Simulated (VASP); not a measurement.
Shape and ions are relaxed at each volume.

Energy against volume of Zn (hcp). Calculation: vdW-DF-cx, VASP's PBE PAW potentials (set 64) (plane waves; VASP 6.6.1).

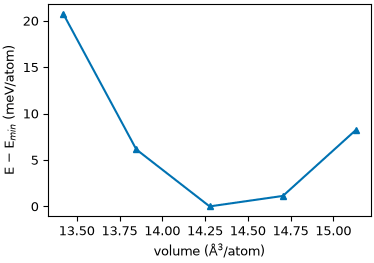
Figure: Energy against volume

Estimate the equilibrium volume and the bulk modulus.

The minimum lies near 14.4 Å³/atom, and the curvature gives B0 of about 85 GPa.

Measured: bulk modulus 69.7 GPa at 0 K (computed value off by +22.6 %), as given by Vázquez-Parga, Fernández-Martínez, Viñes, J. Chem. Theory Comput. (2023), doi:10.1021/acs.jctc.3c00612, Supporting … [zero-point energy and finite temperature contributions removed].

The compound is Zn in the hcp structure. It was relaxed first.
